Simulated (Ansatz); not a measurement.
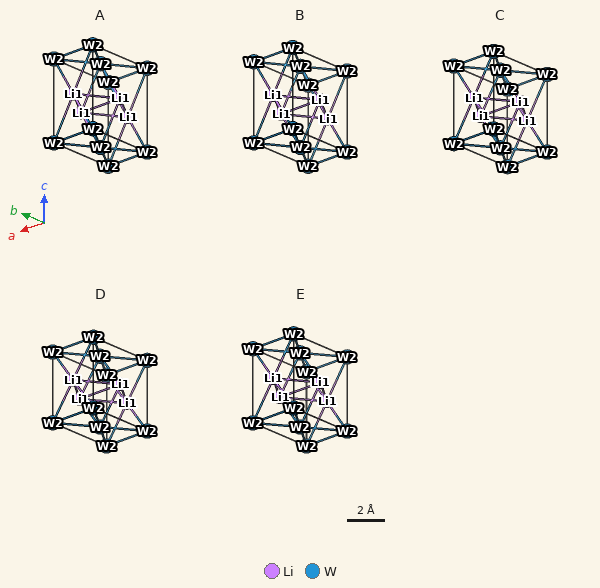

5 geometries from one relaxation of solid LiW (a generated structure, set up in Cmmm) (coarse preliminary run), in shuffled order. The picture is a ball-and-stick view of the conventional cell (2 times the calculation's cell), seen from a free direction. Lengths and directions refer to the drawn axes.

Computed with DFT PBE, scalar-relativistic, plane waves, PAW in Ansatz 0.2.0. Settings: plane-wave cutoff 420 eV; k-point mesh 8 × 8 × 4; occupations gaussian; smearing width 0.1 eV; no spin polarisation; cell and atoms relaxed; force threshold 0.04 eV/Å; at most 70 steps.

Order the frames from highest to lowest energy.

D, E, C, B, A. They are steps 0, 1, 2, 3, 8, at +0.403 eV per cell of the calculation, +0.223 eV per cell of the calculation, +93.8 meV per cell of the calculation, +18.5 meV per cell of the calculation relative to the last. After 6 accepted moves (8 points after the start) the energy has fallen by 0.403 eV per cell of the calculation. All forces vanish by symmetry, so only the cell relaxes. The pressure goes from 8.30 to 0.00 GPa. At 2 points the geometry stayed and the basis and grid were re-selected for the new cell (energy shift of 4.2 meV per cell of the calculation at most each time). The atoms keep their places relative to the cell (all moves are under 0.005 Å). Cell: a 3.023 → 2.887 Å (−4.5 %), b 4.336 → 4.389 Å (+1.2 %), c 4.208 → 4.990 Å (+18.6 %). Volume +14.6 %. Among the contacts that change: Li1–W2 2.591 → 2.883 Å, W2–W2 3.023 → 2.887 Å, Li1–Li1 3.023 → 2.887 Å, Li1–Li1 (another image) 2.643 → 2.627 Å. The space group stays Cmmm (No. 65).

Limits of the set-up: the k-point mesh is coarse for a cell with partly filled bands.
